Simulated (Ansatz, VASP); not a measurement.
## TiGe: VASP beside Ansatz

Wanted: the spread between two codes on one cell, functional and k mesh. The cell is invented: As first built, before any earlier steps moved the atoms: it takes the ZrTi structure with some of its atoms replaced by other elements, volume scaled by an estimate. It may not be a known or stable phase. The cell comes out of the VASP series on this material, whose earlier steps may have relaxed, scaled or displaced it; both programs get it as it stands.

Main program and level: Ansatz 0.2.0; plane waves, with VASP 6.6.1 beside it; band structure at HSEsol.

## 1. Set-up

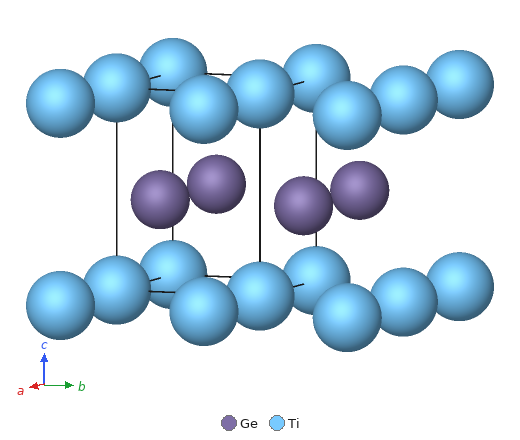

The starting structure, seen slightly off an axis (germanium purple, titanium blue). 2×2×1 cells are drawn. Some periodic images of atoms are drawn too.

Coordinates:

```
Ge Ti
1.0
     2.88703    0.00000    0.00000
     0.00000    2.88703    0.00000
     0.00000    0.00000    3.81363
Ge Ti
1 1
Direct
  0.50000 0.50000 0.50000
  0.00000 0.00000 0.00000
```

## 2. VASP: band structure, HSEsol

Levels along a path test the potential and the projectors away from the mesh points.

Lines of VASP's logs that name or quote its potential files are left out, and so is its time.

INCAR reads:

```
SYSTEM = TiGe
PREC = Accurate
ENCUT = 410
EDIFF = 1E-06
NELM = 100
ISMEAR = 0
SIGMA = 0.02
LREAL = .FALSE.
ALGO = Normal
LHFCALC = .TRUE.
AEXX = 0.25
GGA = PS
HFSCREEN = 0.2
LASPH = .TRUE.
PRECFOCK = Fast
LORBIT = 11
LWAVE = .FALSE.
LCHARG = .FALSE.
KPAR = 4
```

POSCAR reads:

```
TiGe
1.0
    2.8870288867      0.0000000000      0.0000000000
    0.0000000000      2.8870288867      0.0000000000
    0.0000000000      0.0000000000      3.8136304620
Ge Ti
1 1
Direct
    0.5000000000      0.5000000000      0.5000000000
    0.0000000000      0.0000000000      0.0000000000
```

KPOINTS reads:

```
Automatic mesh
0
Gamma
5 5 4
0 0 0
```

KPOINTS_OPT reads:

```
Line mode
10
Line-mode
Reciprocal
  0.00000000   0.00000000   0.00000000 GAMMA
  0.00000000   0.50000000   0.00000000 X

  0.00000000   0.50000000   0.00000000 X
  0.50000000   0.50000000   0.00000000 M

  0.50000000   0.50000000   0.00000000 M
  0.00000000   0.00000000   0.00000000 GAMMA

  0.00000000   0.00000000   0.00000000 GAMMA
  0.00000000   0.00000000   0.50000000 Z

  0.00000000   0.00000000   0.50000000 Z
  0.00000000   0.50000000   0.50000000 R

  0.00000000   0.50000000   0.50000000 R
  0.50000000   0.50000000   0.50000000 A

  0.50000000   0.50000000   0.50000000 A
  0.00000000   0.00000000   0.50000000 Z

  0.00000000   0.50000000   0.00000000 X
  0.00000000   0.50000000   0.50000000 R

  0.50000000   0.50000000   0.00000000 M
  0.50000000   0.50000000   0.50000000 A
```

PAW data sets: Ge_d and Ti_sv (PBE family, release 64).

Command:

```sh
$ mpirun -np 4 vasp_std
```

Numbers of over 12 decimals in the logs are rounded to 6 here.

The program printed:

```text
[banner, memory and clock lines left out]
running    4 mpi-ranks, on    1 nodes
 distrk:  each k-point on    1 cores,    4 groups
 distr:  one band on    1 cores,    1 groups

 POSCAR found type information on POSCAR GeTi
 POSCAR found :  2 types and       2 ions
|                                                                             |
|               ----> ADVICE to this user running VASP <----                  |
|                                                                             |
|     You enforced a specific xc type in the INCAR file but a different       |
|     [... a line on the potential file left out ...]
|     I HOPE YOU KNOW WHAT YOU ARE DOING!                                     |
|                                                                             |

 LDA part: xc-table for (Slater+PW92), standard interpolation
 found WAVECAR, reading the header
 POSCAR, INCAR and KPOINTS ok, starting setup
 FFT: planning ... GRIDC
 FFT: planning ... GRID_SOFT
 FFT: planning ... GRID
 reading WAVECAR
 the WAVECAR file was read successfully
 initial charge from wavefunction
 entering main loop
       N       E                     dE             d eps       ncg     rms          rms(c)
DAV:   1    -0.164792981300E+02   -0.16479E+02   -0.16432E+00   740   0.148E+01    0.224E+00
DAV:   2    -0.164293629474E+02    0.49935E-01   -0.29664E-01   716   0.661E+00    0.801E-01
DAV:   3    -0.164377175137E+02   -0.83546E-02   -0.55364E-02   910   0.186E+00    0.497E-01
DAV:   4    -0.164355463253E+02    0.21712E-02   -0.65654E-03   724   0.806E-01    0.290E-01
DAV:   5    -0.164354713367E+02    0.74989E-04   -0.22593E-03   896   0.317E-01    0.175E-01
DAV:   6    -0.164354325989E+02    0.38738E-04   -0.19652E-04   676   0.194E-01    0.950E-02
DAV:   7    -0.164354192341E+02    0.13365E-04   -0.75466E-05   847   0.822E-02    0.551E-02
DAV:   8    -0.164354168572E+02    0.23768E-05   -0.77612E-06   627   0.236E-02    0.335E-02
DAV:   9    -0.164354156312E+02    0.12260E-05   -0.29327E-06   599   0.158E-02    0.201E-02
DAV:  10    -0.164354154494E+02    0.18179E-06   -0.60966E-07   332   0.733E-03
   1 F= -.16435415E+02 E0= -.16435183E+02  d E =-.465793E-03
 Start KPOINTS_OPT (optional k-point list driver)
k-point batch [1-18\90]
       N       E                     dE             ncg
DAV:   1    -0.361658292839E+04   -0.15071E+05      628
DAV:   2    -0.721006133868E+04   -0.35935E+04      613
DAV:   3    -0.756650581501E+04   -0.35644E+03      743
DAV:   4    -0.758835445464E+04   -0.21849E+02      866
DAV:   5    -0.758953281727E+04   -0.11784E+01      907
DAV:   6    -0.758956489746E+04   -0.32080E-01      828
DAV:   7    -0.758956605321E+04   -0.11558E-02      897
DAV:   8    -0.758956611571E+04   -0.62497E-04      705
DAV:   9    -0.758956612015E+04   -0.44430E-05      617
DAV:  10    -0.758956612052E+04   -0.37048E-06      619
[...]
k-point batch [73-90\90]
       N       E                     dE             ncg
DAV:   1    -0.366931015412E+04   -0.22353E+05      628
DAV:   2    -0.721587454643E+04   -0.35466E+04      621
DAV:   3    -0.754447678400E+04   -0.32860E+03      789
DAV:   4    -0.756265388885E+04   -0.18177E+02      848
DAV:   5    -0.756363597749E+04   -0.98209E+00      901
DAV:   6    -0.756367183109E+04   -0.35854E-01      789
DAV:   7    -0.756367344952E+04   -0.16184E-02      881
DAV:   8    -0.756367356457E+04   -0.11506E-03      705
DAV:   9    -0.756367357482E+04   -0.10249E-04      615
DAV:  10    -0.756367357595E+04   -0.11298E-05      591
DAV:  11    -0.756367357610E+04   -0.14526E-06      568
```

Parts of OUTCAR (step 2):

```text
ion  position               nearest neighbor table
   1  0.500  0.500  0.500-   2 2.79   2 2.79   2 2.79   2 2.79   2 2.79   2 2.79   2 2.79   2 2.79

  LATTYP: Found a simple tetragonal cell.
 ALAT       =     2.8870288867
 C/A-ratio  =     1.3209533440

 Subroutine GETGRP returns: Found 16 space group operations
 (whereof 16 operations were pure point group operations)

The static configuration has the point symmetry D_4h.

 Found     18 irreducible k-points:

   k-points           NKPTS =     18   k-points in BZ     NKDIM =    100   number of bands    NBANDS=     17

   dimension x,y,z NGX =    20 NGY =   20 NGZ =   28
   dimension x,y,z NGXF=    40 NGYF=   40 NGZF=   56

   ENCUT  =  410.0 eV  30.13 Ry    5.49 a.u.   4.77  4.77  6.30*2*pi/ulx,y,z

   NELECT =      26.0000    total number of electrons

 k-points in reciprocal lattice and weights: Automatic mesh
   0.00000000  0.00000000  0.00000000       0.010
   0.20000000  0.00000000  0.00000000       0.040
   0.40000000  0.00000000  0.00000000       0.040
   0.20000000  0.20000000  0.00000000       0.040
   0.40000000  0.20000000  0.00000000       0.080
   0.40000000  0.40000000  0.00000000       0.040
   0.00000000  0.00000000  0.25000000       0.020
   0.20000000  0.00000000  0.25000000       0.080
   0.40000000  0.00000000  0.25000000       0.080
[...]
0.40000000  0.20000000  0.50000000       0.080
   0.40000000  0.40000000  0.50000000       0.040

  exchange ACFDT corr.  =         0.00000000  see jH, gK, PRB 81, 115126

 average (electrostatic) potential at core
       1 -62.7666       2 -66.2390

 E-fermi :   9.3536

 k-point     1 :       0.0000    0.0000    0.0000
  band No.  band energies     occupation
    ...
      9     -18.7571      2.00000
     10      -4.6942      2.00000
     11       6.6679      2.00000
     12       7.1460      2.00000
     13       7.2435      2.00000
     14      11.7154      0.00000
     15      11.7154      0.00000
     16      13.1268      0.00000
     17      14.3433      0.00000

 k-point     2 :       0.2000    0.0000    0.0000
  band No.  band energies     occupation
    ...
      9     -18.7548      2.00000
     10      -3.8834      2.00000
     11       6.6932      2.00000
     12       6.7810      2.00000
     13       7.2246      2.00000
     14      11.3724      0.00000
     15      11.8385      0.00000
     16      12.0388      0.00000
     17      12.4399      0.00000

 k-point     3 :       0.4000    0.0000    0.0000
  band No.  band energies     occupation
    ...
      9     -18.7314      2.00000
     10      -1.6561      2.00000
     11       3.0044      2.00000
     12       6.2068      2.00000
     13       7.9473      2.00000
     14      11.0838      0.00000
     15      12.0447      0.00000
     16      12.6308      0.00000
     17      14.6374      0.00000

  energy-cutoff  :      410.00
  volume of cell :       31.79
      direct lattice vectors                 reciprocal lattice vectors
     2.887028887  0.000000000  0.000000000     0.346376860  0.000000000  0.000000000
     0.000000000  2.887028887  0.000000000     0.000000000  0.346376860  0.000000000
     0.000000000  0.000000000  3.813630462     0.000000000  0.000000000  0.262217331

 POSITION                                       TOTAL-FORCE (eV/Angst)
 -----------------------------------------------------------------------------------
      1.44351      1.44351      1.90682         0.000000      0.000000      0.000000
      0.00000      0.00000      0.00000         0.000000      0.000000      0.000000
 -----------------------------------------------------------------------------------
    total drift:                                0.000000      0.000000      0.000000

  FREE ENERGIE OF THE ION-ELECTRON SYSTEM (eV)
  ---------------------------------------------------
  free  energy   TOTEN  =       -16.4354154494 eV

  energy  without entropy=      -16.4349496560  energy(sigma->0) =      -16.43518255

 total charge
# of ion       s       p       d       tot
------------------------------------------
    1        1.136   1.248  10.045  12.429
    2        2.175   6.120   1.936  10.231
--------------------------------------------------
tot          3.311   7.368  11.981  22.660

[... 3 further parts left out ...]
```

(Continued in part 2 of 2.)

[Lines on the potential files, build, host, timing and source positions are cut from VASP's logs without a mark.]

[Logs are printed without paths, hosts, clocks, repeated set-up lines and the standing remarks that a program may print on its own settings, such as how far it seeks lower states.]

[Hosts, paths, dates, database ids (printed as entryN), source tags and the programs' standing remarks are cut or masked in the printed files.]
